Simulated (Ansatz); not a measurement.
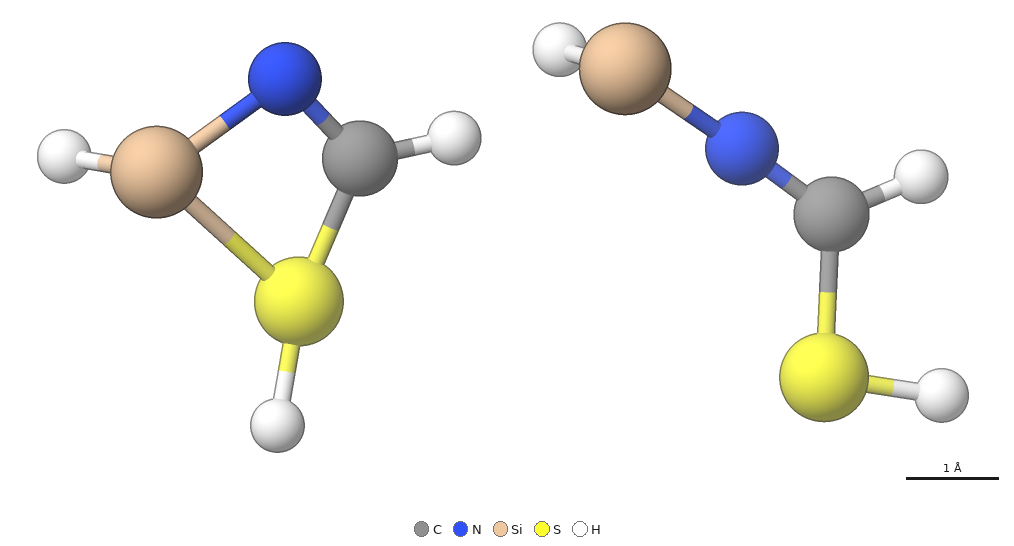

Two geometries of CH3NSSi, drawn at one scale. One is the start of a relaxation, the other its converged end. A ball-and-stick model, seen from a free direction.

These are results of Ansatz 0.2.0, RKS B3LYP-D4/def2-SVP, not measurements. (no spin polarisation; force threshold 0.02 eV/Å; at most 50 steps)

Which one is relaxed?

Answer. The right one is the relaxed one. The run prepares an end point of a later path (hydrogen shift) calculation, from a guessed geometry. Over 29 accepted moves (31 points after the start) the energy falls by 3.317 eV. Largest force component: 5.1 eV/Å at the start, 0.0072 eV/Å at the end. The line search rejected the trial steps at points 25, 27 of the run. The atom that moves furthest after the best rigid fit is an H atom (1.77 Å). By element the largest moves are H 1.77 Å, Si 1.25 Å, N 0.96 Å, S 0.88 Å, C 0.73 Å. Near-neighbour distances that change, for instance: S–Si 2.266 → 4.131 Å, C–Si 2.308 → 2.930 Å, H–Si 1.446 → 1.536 Å, C–S 1.721 → 1.783 Å. Bonds break: S–Si (2.27 → 4.13 Å). Bond angles that change, for instance: C–N–Si 98.2° → 169.9°, C–S–H 162.4° → 95.9°, N–Si–H 116.8° → 94.2°.
